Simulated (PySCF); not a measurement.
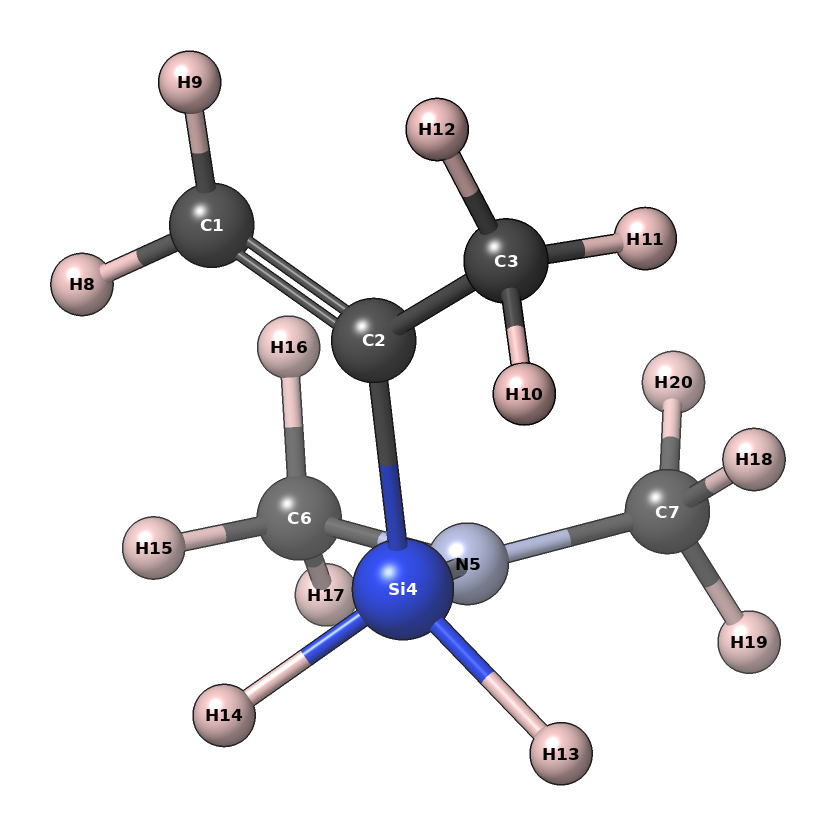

N5 lies behind Si4. The molecule seen a little off the Si4–N5 bond, Si4 in front. Depth is shown by fading: the farther an atom, the more it takes the colour of the background. Geometry: a frame of a GFN2-xTB molecular-dynamics simulation, not a minimum.

Question: What is the torsion angle C2–Si4–N5–C6? The sign is positive where the front bond must turn clockwise to cover the back bond.

Answer: −81°, about perpendicular.
